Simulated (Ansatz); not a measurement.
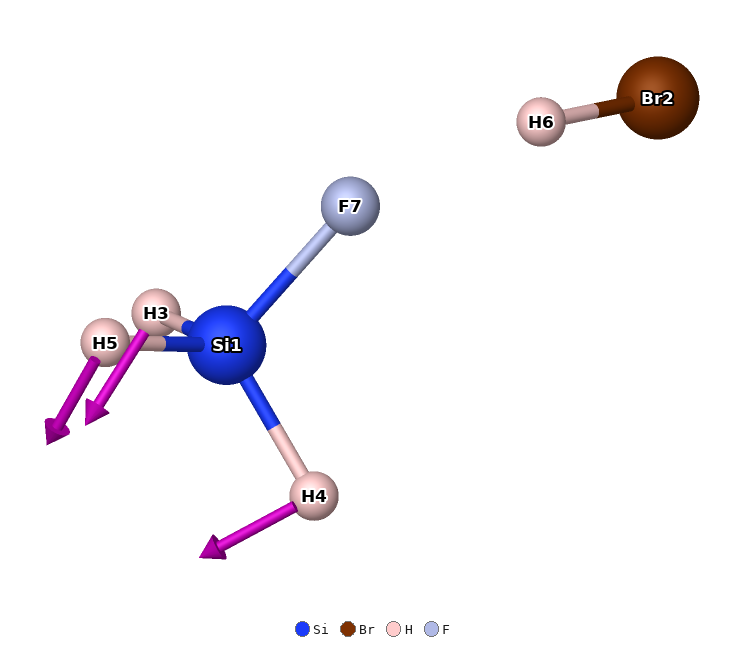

The arrows show one normal mode. Harmonic vibrations computed with RKS PBE0-D4/def2-TZVP (Ansatz 0.2.0) at a stationary point of the same level.

**Describe the motion.**

Mostly angle bending.

**At what wavenumber does it lie?**

979 cm⁻¹; it is mode 11 of 15 counted from the lowest.
